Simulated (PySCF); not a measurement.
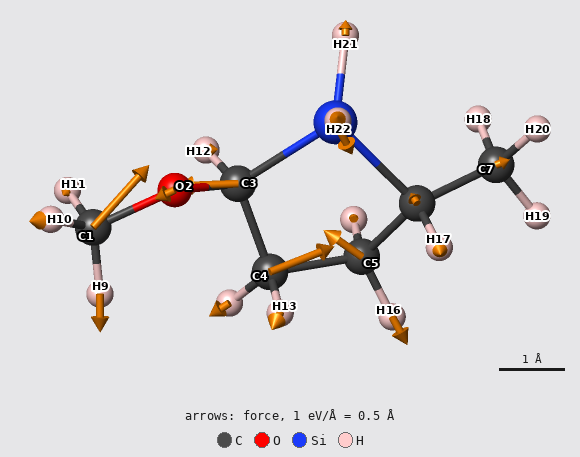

Starting geometry of C$_{6}$H$_{14}$OSi with the computed forces as orange arrows. The picture is a ball-and-stick view, seen at a tilt.

The start comes from GFN2-xTB. Its atoms were then displaced at random by about 0.01 Å.

Method: PBE0-D3(BJ)/def2-SVP geometry optimisation, gas phase in PySCF. 

What follows when this structure is relaxed?

It isn't relaxed: the largest force vector, on a C atom, is 2.64 eV/Å. The final displacements follow the starting forces only in part (cosine between the two patterns 0.31). The largest move after the best rigid fit is that of an H atom, 0.13 Å. Largest moves by element: H 0.13 Å, C 0.07 Å, O 0.05 Å, Si 0.05 Å. Among the contacts that change: C–O 1.435 → 1.395 Å, C–H 1.071 → 1.107 Å, H–Si 1.460 → 1.494 Å, C–C 1.560 → 1.528 Å. Bond angles that change, for instance: Si–C–H 112.9° → 108.0°, H–C–H 111.7° → 106.9°, C–C–Si 107.1° → 102.8°. The energy falls by 0.248 eV in 5 geometry steps.
